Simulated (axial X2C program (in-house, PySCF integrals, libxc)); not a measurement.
**A two-component session on AsO: EOM-IP-CCSD levels**

Wanted for AsO: EOM-IP-CCSD levels, at the two-component level.

The runs use an in-house X2C program for linear molecules on PySCF integrals; two-component X2C with atomic mean-field terms, As dyall-acv3z, O dyall-av3z.

All values are calculated.

### 1 Set-up

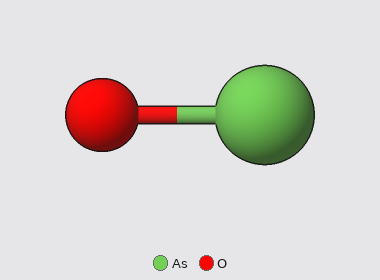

The two atoms at 1.710 Å (arsenic green, oxygen red).

The input, task.json:

```json
{"zs": [33, 8], "q": 0, "bas": ["dyall-acv3z", "dyall-av3z"], "r0": 1.71, "eom": "ip", "rq": -1, "thr": -2.0, "nmax": 95, "grid": [1, 0.96, 1.045, 0.92, 1.09, 1.15]}
```

Keys: zs atomic numbers; q charge; bas basis sets; r0 starting distance in Å; eom kind of EOM run; thr threshold in hartree for freezing inner shells (an s shell follows its p shell); nmax most natural virtual spinors; grid distances as factors.

On the command line:

```
$ python soeom.py task.json out
```

Nuclei are Gaussian, cores are contracted, and the Gaunt term is on.

### 2 EOM-IP-CCSD at 1.681 Å

Reference: the closed shell AsO⁻; 12 electrons correlated, 94 virtual spinors; roots sought by Ω: 1/2: 4, 3/2: 3, 5/2: 1.

Output:

```text
two-component X2C + atomic mean field  HF
basis functions 173  fitting functions 948  grid points 5072
iter        total energy     max residual
   1      -2329.092790291     3.08e+00
   2      -2333.210751435     7.53e-02
   3      -2333.227058907     5.03e-02
   4      -2333.255761906     6.82e-03
   5      -2333.256265955     3.60e-03
   6      -2333.256435586     5.59e-04
   7      -2333.256448244     2.94e-04
   8      -2333.256453454     1.98e-04
   9      -2333.256455645     9.02e-05
  10      -2333.256456171     1.67e-05
  11      -2333.256456191     2.65e-06
  12      -2333.256456192     7.12e-07
converged
one-electron -3424.00068167  Coulomb 1099.50746952  exact exchange -91.06095928  xc functional 0.00000000  nuclear repulsion 83.10695044  atomic mean-field constant -0.80923520
correlated 12  virtual 262  natural virtual 94  E(MP2) -0.398963287  MP2 remainder -0.017574301
iter   CCSD correlation   residual
   1     -0.363848825   2.11e-01
   2     -0.379141555   1.19e-01
   3     -0.384856028   4.82e-02
   4     -0.385175404   2.68e-02
   5     -0.385548327   1.55e-02
   6     -0.385568310   6.14e-03
   7     -0.385537133   2.87e-03
   8     -0.385563039   1.09e-03
   9     -0.385560635   5.75e-04
  10     -0.385559245   2.86e-04
  11     -0.385557358   1.15e-04
  12     -0.385556024   5.18e-05
  13     -0.385555623   2.43e-05
  14     -0.385555875   1.26e-05
  15     -0.385555667   7.04e-06
  16     -0.385555637   4.63e-06
  17     -0.385555575   2.80e-06
  18     -0.385555497   1.54e-06
  19     -0.385555501   7.14e-07
(T) -0.022559928  T1 0.0321  D1 0.0672  max T2 0.177
EOM-IP-CCSD roots
2*Omega      energy/Eh   energy/eV  one-particle weight
    1       0.03764204      1.0243      0.940
    1       0.19504155      5.3074      0.861
    1       0.20114755      5.4735      0.895
    1       0.29929528      8.1442      0.020
    3       0.14205740      3.8656      0.108
    3       0.17798539      4.8432      0.748
    3       0.30186787      8.2142      0.000
    5       0.27771818      7.5571      0.000
```

T1 in the output is the amplitude norm over the root of the electron number; divide by √2 for the Lee–Taylor value.

```
  Ω  vertical IE (eV)  above lowest (cm⁻¹)                          spinor  weight
1/2             1.024                    0  60% As pπ, 20% O pπ, 11% As dπ    0.94
3/2             4.843                30800             74% O pπ, 18% As pπ    0.75
1/2             5.307                34550             67% O pπ, 23% As pπ    0.86
1/2             5.474                35890  50% O pσ, 26% As pσ, 12% As sσ    0.89
```

It took 7.6 s on 1 thread of Arm Neoverse V2, shared host; peak memory 0.75 GiB.

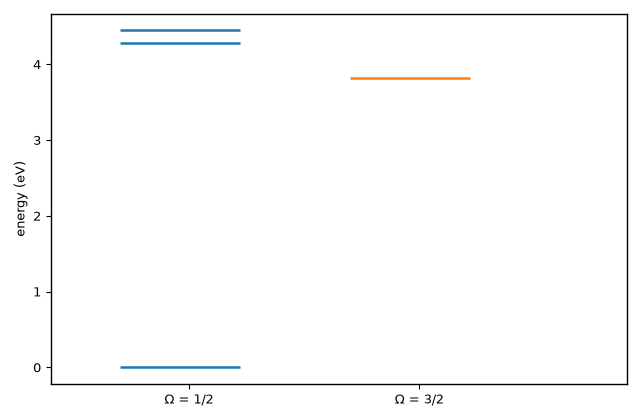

The roots by Ω, from the lowest.

### 3 EOM-IP-CCSD at 1.614 Å

```
  Ω  vertical IE (eV)  above lowest (cm⁻¹)                          spinor  weight
1/2             0.851                    0  60% As pπ, 19% O pπ, 12% As dπ    0.94
3/2             5.198                35070             73% O pπ, 18% As pπ    0.84
1/2             5.617                38440  45% O pσ, 24% As pσ, 14% As sσ    0.89
1/2             5.733                39380             63% O pπ, 21% As pπ    0.86
```

Wall time 8.2 s (1 thread of Arm Neoverse V2, shared host); peak memory 0.76 GiB.

### 4 EOM-IP-CCSD at 1.757 Å

```
  Ω  vertical IE (eV)  above lowest (cm⁻¹)                          spinor  weight
1/2             1.216                    0  61% As pπ, 22% O pπ, 10% As dπ    0.94
1/2             4.925                29910             69% O pπ, 25% As pπ    0.86
1/2             5.287                32830  55% O pσ, 27% As pσ, 11% As sσ    0.90
```

Run time: 8.3 s. Hardware: 1 thread of Arm Neoverse V2, shared host; peak memory 0.78 GiB.

### 5 EOM-IP-CCSD at 1.546 Å

```
  Ω  vertical IE (eV)  above lowest (cm⁻¹)                          spinor  weight
1/2             0.677                    0  60% As pπ, 18% O pπ, 13% As dπ    0.94
3/2             5.659                40180             72% O pπ, 18% As pπ    0.86
1/2             5.791                41250  47% O pσ, 26% As pσ, 18% As sσ    0.89
1/2             6.195                44500             71% O pπ, 21% As pπ    0.85
```

Run time: 7 s. Hardware: 1 thread of Arm Neoverse V2, shared host; peak memory 0.78 GiB.

### 6 EOM-IP-CCSD at 1.832 Å

```
  Ω  vertical IE (eV)  above lowest (cm⁻¹)                         spinor  weight
1/2             1.401                    0  61% As pπ, 24% O pπ, 9% As dπ    0.94
3/2             3.782                19200            76% O pπ, 16% As pπ    0.71
1/2             4.602                25820            68% O pπ, 28% As pπ    0.86
1/2             5.108                29900  57% O pσ, 28% As pσ, 9% As sσ    0.90
```

Run time: 8.2 s. Hardware: 1 thread of Arm Neoverse V2, shared host; peak memory 0.78 GiB.

### 7 EOM-IP-CCSD at 1.933 Å

```
  Ω  vertical IE (eV)  above lowest (cm⁻¹)                         spinor  weight
1/2             1.630                    0  59% As pπ, 27% O pπ, 8% As dπ    0.93
3/2             3.468                14820            79% O pπ, 15% As pπ    0.81
1/2             4.252                21140            65% O pπ, 31% As pπ    0.87
1/2             4.874                26160  58% O pσ, 30% As pσ, 6% As sσ    0.90
```

It took 8.2 s on 1 thread of Arm Neoverse V2, shared host; peak memory 0.78 GiB.

### 8 Curves of the states

Energies in eV from the lowest point of the lowest state; states are followed by energy order within each Ω.

```
R (Å)  (1)Ω=1/2  (2)Ω=1/2  (3)Ω=1/2
1.546    0.1589    5.2729    5.6764
1.614    0.0000    4.7661    4.8826
1.681    0.0769    4.3599    4.5261
1.757    0.3510    4.0599    4.4220
1.832    0.7515    3.9524    4.4581
1.933    1.3903    4.0116    4.6340
```

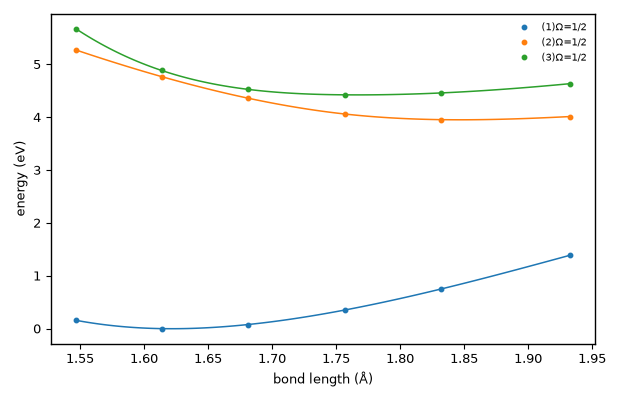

The states along the bond.

Constants where the minimum is well bracketed (masses 74.922 and 15.995 u):

```
   state  Te (cm⁻¹)  Re (Å)  ωe (cm⁻¹)
(1)Ω=1/2          0   1.621       1009
```

### 9 Summary of results

| quantity | value |
| --- | --- |
| lowest root at 1.681 Å | Ω = 1/2, 1.024 eV |
| next root led by one particle | Ω = 3/2, about 30800 cm⁻¹ higher |
| T1 of the reference | 0.023 |
| lowest state, Re and ωe | 1.621 Å, 1009 cm⁻¹ |

In words: Removing an electron from the reference determinant of AsO⁻ costs 1.02 eV and empties a spinor of 60% As pπ, 20% O pπ, 11% As dπ. The closed-shell reference lies 0.57 eV above the lowest determinant found, so these energies count from an excited configuration. Errors of 0.1 to 0.3 eV are usual at this size, and roots led by higher excitations are left out, so the list is incomplete, and low states of that kind can be missing. T1 or the largest double amplitude of the reference is raised, which lowers the reliability. The bond is 0.062 Å shorter than in the closed-shell reference at CCSD (1.683 Å).
